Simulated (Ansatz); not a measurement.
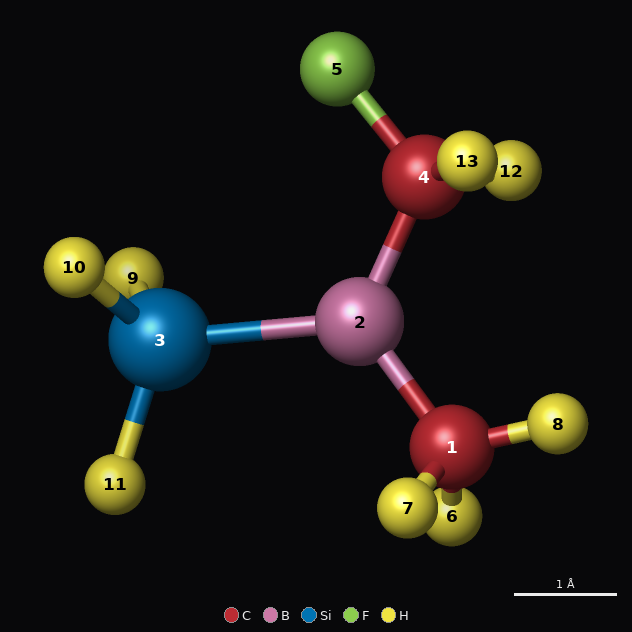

Numbered structure. The geometry was computed by an optimisation with PBE0-D4/def2-TZVP. No frequency run is at hand to confirm it as a minimum.

> How are the neighbours of atom 2 arranged?

B2 has 3 neighbours (C1 at 1.56, Si3 at 2.03, C4 at 1.56 Å); the arrangement is trigonal planar.

> How are the neighbours of atom 3 arranged?

Si3 has 4 neighbours (B2 at 2.03, H9 at 1.49, H10 at 1.49, H11 at 1.49 Å); the arrangement is tetrahedral.

> Describe the coordination of atom 1.

C1 has 4 neighbours (B2 at 1.56, H6 at 1.10, H7 at 1.10, H8 at 1.09 Å); the arrangement is tetrahedral.

> Describe the coordination of atom 4.

C4 has 4 neighbours (B2 at 1.56, F5 at 1.39, H12 at 1.10, H13 at 1.10 Å); the arrangement is tetrahedral.

> What is the dihedral angle Si3–B2–C4–F5?

0° in size, that is syn (eclipsed).
